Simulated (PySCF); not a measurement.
# CH₈O₃Si₃: a tour of settings, part 2 of 2

PySCF 2.14.0. Atoms count from 0. Earlier steps stand in the parts before.

## 6. Shielding tensors: WP04/6-31G* in chloroform

What the job is given:

```
{"job": {"kind": "nmr", "xc": "WP04", "basis": "6-31G*", "solvent": "chloroform", "pop": false, "grid": 4, "scf": {"damp": 0.1}}, "charge": 0, "multiplicity": 1}
O     -4.305119    -0.053995     0.359073
C     -3.254871     0.517708     0.213293
Si    -1.622715    -0.352945    -0.291056
O     -0.573143     0.865484    -0.437470
Si     0.940736     1.399275    -0.706236
O      1.992600     0.191507    -0.539424
Si     2.584257    -1.246717    -0.073153
H     -3.213653     1.618134     0.383584
H     -1.212597    -1.265197     0.774357
H     -1.782672    -1.034289    -1.573478
H      1.010596     1.824396    -2.094386
H      1.186461     2.384097     0.334791
H      3.471880    -0.968966     1.054797
H      3.298468    -1.750559    -1.243576
H      1.475359    -2.119945     0.311317
```

Method: GIAO WP04/6-31G* NMR shielding, non-relativistic, IEF-PCM chloroform.

Log:

```text
damping 0.10 in the first 6 cycles
final grid: 325808 points
cycle   1  E = -1151.7344151498  dE =  9.776e-01  |g| = 1.648e+00  |ddm| = 3.810e+00
cycle   2  E = -1150.7269713374  dE =  1.007e+00  |g| = 2.732e+00  |ddm| = 3.191e+00
cycle   3  E = -1149.7230712005  dE =  1.004e+00  |g| = 3.518e+00  |ddm| = 4.161e+00
cycle   4  E = -1142.9310096199  dE =  6.792e+00  |g| = 5.745e+00  |ddm| = 9.335e+00
cycle   5  E = -1132.9805530224  dE =  9.950e+00  |g| = 6.811e+00  |ddm| = 1.132e+01
cycle   6  E = -1057.5060461059  dE =  7.547e+01  |g| = 1.224e+01  |ddm| = 2.759e+01
cycle   7  E = -909.6834126423  dE =  1.478e+02  |g| = 1.396e+01  |ddm| = 3.222e+01
cycle   8  E = -1119.2168594980  dE = -2.095e+02  |g| = 6.650e+00  |ddm| = 2.413e+01
cycle   9  E = -1110.9855863734  dE =  8.231e+00  |g| = 9.817e+00  |ddm| = 1.992e+01
cycle  10  E = -1141.0842994994  dE = -3.010e+01  |g| = 5.476e+00  |ddm| = 9.494e+00
cycle  11  E = -1150.1774458323  dE = -9.093e+00  |g| = 3.037e+00  |ddm| = 6.026e+00
cycle  12  E = -1151.4342665410  dE = -1.257e+00  |g| = 1.944e+00  |ddm| = 3.052e+00
cycle  13  E = -1151.9964444219  dE = -5.622e-01  |g| = 1.068e+00  |ddm| = 1.896e+00
cycle  14  E = -1152.2251267744  dE = -2.287e-01  |g| = 2.880e-01  |ddm| = 9.267e-01
cycle  15  E = -1152.2400366013  dE = -1.491e-02  |g| = 1.822e-01  |ddm| = 4.527e-01
cycle  16  E = -1152.2468418099  dE = -6.805e-03  |g| = 2.123e-02  |ddm| = 1.314e-01
cycle  17  E = -1152.2469277945  dE = -8.598e-05  |g| = 1.124e-02  |ddm| = 2.904e-02
cycle  18  E = -1152.2469544383  dE = -2.664e-05  |g| = 1.679e-03  |ddm| = 1.015e-02
cycle  19  E = -1152.2469550539  dE = -6.156e-07  |g| = 3.504e-04  |ddm| = 1.709e-03
cycle  20  E = -1152.2469550862  dE = -3.230e-08  |g| = 9.344e-05  |ddm| = 5.060e-04
cycle  21  E = -1152.2469550885  dE = -2.263e-09  |g| = 1.693e-05  |ddm| = 1.025e-04
cycle  22  E = -1152.2469550885  dE = -5.571e-11  |g| = 5.925e-06  |ddm| = 1.932e-05
converged SCF energy = -1152.2469550885

GIAO shielding tensors (ppm)
atom      isotropic    diamagn.    paramagn.     s11        s22        s33       span
  0 O     -414.711     394.784    -809.495  -1235.370   -421.185    412.421   1647.791
  1 C      -42.515     256.558    -299.072   -160.558    -60.771     93.786    254.344
  2 Si     448.798     882.989    -434.192    404.570    431.431    510.391    105.821
  3 O      288.231     399.523    -111.292    251.458    281.530    331.706     80.249
  4 Si     443.477     880.791    -437.313    437.635    442.225    450.572     12.937
  5 O      293.801     397.344    -103.543    261.475    273.761    346.166     84.691
  6 Si     438.461     881.099    -442.638    413.445    414.408    487.531     74.087
  7 H       21.079      27.322      -6.243     15.602     22.217     25.418      9.817
  8 H       28.253      34.364      -6.111     24.228     27.889     32.643      8.414
  9 H       28.271      32.232      -3.961     24.571     27.062     33.180      8.609
 10 H       28.056      30.528      -2.472     24.499     25.812     33.858      9.359
 11 H       28.018      31.510      -3.491     24.365     25.800     33.890      9.525
 12 H       27.997      30.305      -2.308     24.557     26.381     33.053      8.496
 13 H       28.041      29.824      -1.782     24.665     26.346     33.113      8.449
 14 H       27.967      33.712      -5.745     23.957     27.811     32.134      8.178
```

Run time: 43 s. Hardware: 1 thread of Arm Neoverse V2, shared host; peak memory 0.79 GiB.

Key values: σ C1 -42.5, O0 -414.7, O3 288.2, O5 293.8, H7 21.08, H12 28.00 ppm (means over like atoms).

## 7. Side by side: NMR shifts

Isotropic shieldings (ppm) of some atoms, chosen among heavy atoms and hydrogens apart, means over like atoms, with basis size and wall time:

```csv
run,C1,H7,H12,O0,Si6,Si4,Si2,functions,time
PBE0/pcSseg-1,-65.1,19.28,26.40,-639.1,391.3,394.0,409.0,180,26 s
LDA/def2-SVPD,-65.1,18.05,25.43,-560.0,428.6,431.7,451.1,225,19 s
WP04/6-31G* in chloroform,-42.5,21.08,28.00,-414.7,438.5,443.5,448.8,126,43 s
```

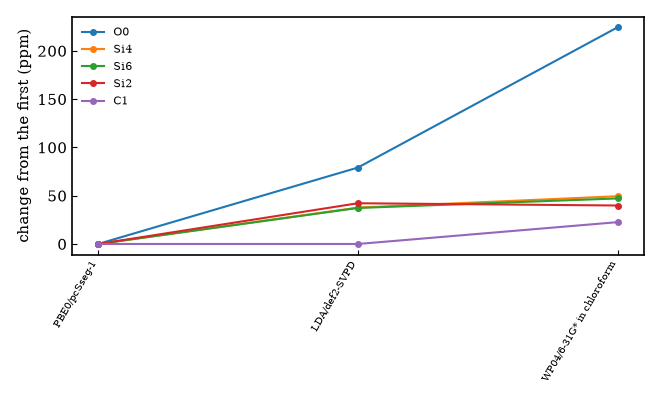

How five of the tabulated atoms move from run to run.

## 8. Run by run: electronic excitations

Excitations and ground-state properties, with basis size and wall time:

```csv
run,lowest singlet (eV),brightest (eV),f,gap (eV),α (Å³),μ (D),functions,time
PBE0/def2-SVPD,3.15,6.43,0.018,5.36,14.07,2.70,225,37 s
HSE06/3-21G,3.25,3.25,0.001,4.80,10.57,2.44,91,19 s
```

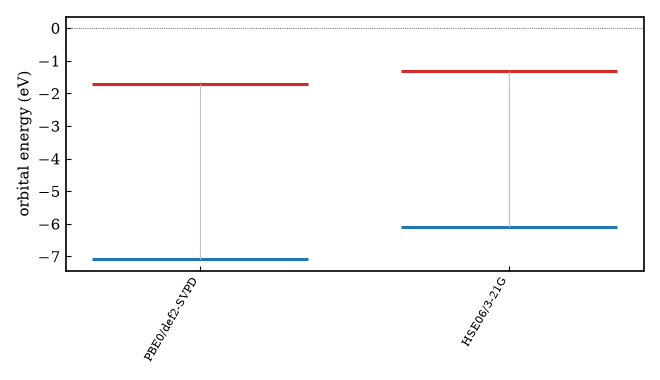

HOMO (blue) and LUMO (red) run by run.

## 9. Results

What follows sums up all 2 parts.

```
                                                              quantity                        value
                                ¹³C shifts against TMS (PBE0/pcSseg-1)                    252.0 ppm
¹H shifts against TMS (PBE0/pcSseg-1, means over atoms taken as alike)  12.43, 5.32, 5.10, 4.89 ppm
                                ¹⁷O shifts against H2O (PBE0/pcSseg-1)        975.2, 52.7, 44.0 ppm
                               ²⁹Si shifts against TMS (PBE0/pcSseg-1)      -42.1, -44.9, -59.8 ppm
                                 surface potential, least and greatest           -1.49 V and 1.52 V
                                       lowest singlet (PBE0/def2-SVPD)  3.15 eV (393 nm), f = 0.001
                              brightest single state of those computed  state 5, 6.43 eV, f = 0.018
                                                        lowest triplet                      2.42 eV
                                          range of the shielding of O0         -639.1 to -414.7 ppm
                                           range of the lowest singlet              3.15 to 3.25 eV
```

Single values in the summary come from the first run of each kind that ended normally (PBE0/pcSseg-1; PBE0/def2-SVPD), which need not be the best level. At PBE0/pcSseg-1: The widest tensor belongs to O0: span 2174 ppm, with a paramagnetic part of -1034 ppm. At PBE0/pcSseg-1, counted by nearest atom on the grid, the HOMO lies on O0 54 %; H7 16 %, the LUMO on C1 43 %; O0 32 %. The first singlet state (HOMO→LUMO 0.98) lies at 3.15 eV and is dark; of the 6 states computed, the strongest absorption comes from states 4 to 5 together at 6.43 eV. The lowest triplet lies 0.74 eV below the lowest singlet (triplets in Tamm-Dancoff, singlets in full TDDFT). In ppm, O0 moves most: its shielding spreads over 224.4 ppm, from -639.1 (PBE0/pcSseg-1) to -414.7 (WP04/6-31G* in chloroform). The lowest singlet runs from 3.15 eV (PBE0/def2-SVPD) to 3.25 eV (HSE06/3-21G), while the orbital gap spans 4.80 to 5.36 eV. The lowest state need not be the same one in every run. The runs solved for a few states only, so the brightest column depends on that window.
